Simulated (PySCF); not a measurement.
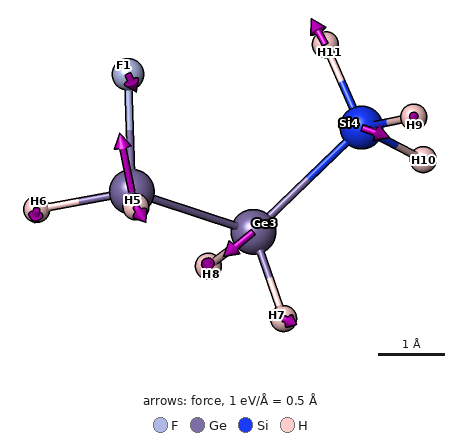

Starting geometry of Ge2SiH7F with the computed forces as purple arrows. A ball-and-stick model, seen at a tilt.

The start comes from GFN2-xTB. Its atoms were then displaced at random by about 0.01 Å.

All numbers below come from PySCF, PBE0-D3(BJ)/def2-SVP geometry optimisation, gas phase. 

Question: Is this structure relaxed? If not, where do the atoms go?

Answer: It isn't relaxed: the largest force vector, on a Ge atom, is 1.88 eV/Å. The final displacements have little in common with the starting forces (cosine between the two patterns 0.17). The atom that moves furthest after the best rigid fit is the F atom (0.59 Å). By element the largest moves are F 0.59 Å, H 0.55 Å, Ge 0.22 Å, Si 0.17 Å. Among the contacts that change: Ge–Si 2.314 → 2.382 Å, H–Si 1.443 → 1.491 Å, F–Ge 1.792 → 1.759 Å, Ge–H 1.524 → 1.540 Å. Bond angles that change, for instance: Ge–Ge–Si 117.2° → 103.7°, H–Ge–H 99.4° → 108.7°, F–Ge–H 97.5° → 105.5°. Over 12 geometry steps the energy falls by 0.313 eV.
